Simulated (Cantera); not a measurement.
Feed: 1 mol CsOH, 0.37 mol O₂, 0.69 mol H₂O, held at 0.360 bar.

Equilibrium computed with Cantera from the NASA thermochemical tables; the gas is ideal and each condensed phase is pure. Candidate condensed phases: Cs, CsOH, H₂O; 15 gas species. The numbers say what is thermodynamically allowed, not how fast it happens.

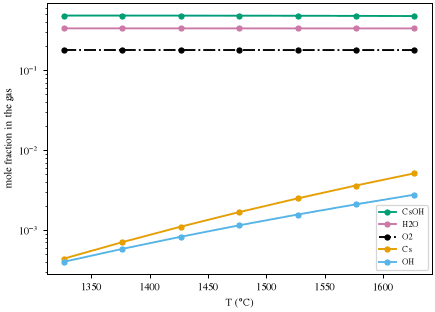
Figure: Equilibrium gas composition (values under 1e-9 drawn at 1e-9)

From 1327 °C to 1627 °C nothing is condensed. The main Cs-bearing gas is CsOH throughout.
